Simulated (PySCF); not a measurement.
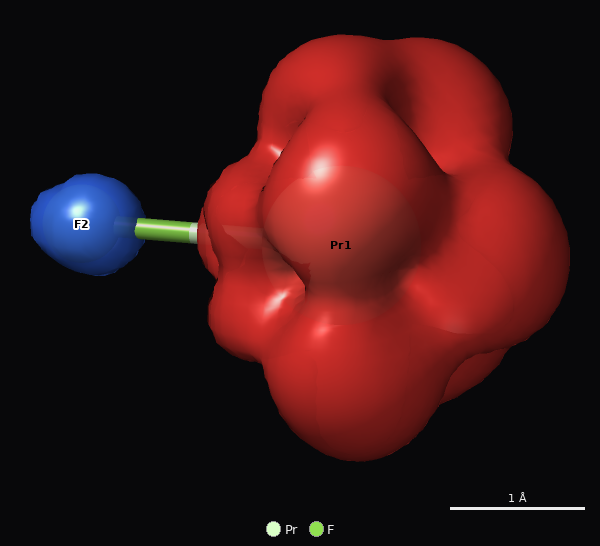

Figure 1: PrF (quintet). Isosurfaces of the spin density (α minus β) at +0.03 (red) and −0.03 e/Å³ (blue), seen from one side.

Computed with PySCF, PBE0/x2c-TZVPall, spin-free X2C-1e, Gaussian nucleus, at a bond length of 2.078 Å.

```yaml
atoms:
  - { symbol: Pr, position_ang: [0.0000, 0.0000, -0.2469] }
  - { symbol: F, position_ang: [0.0000, 0.0000, 1.8311] }
```

> Describe the spin distribution.

The unpaired spin (4 electrons) lies mostly on Pr1 (about 4.0), in electrons by Hirshfeld's partition.
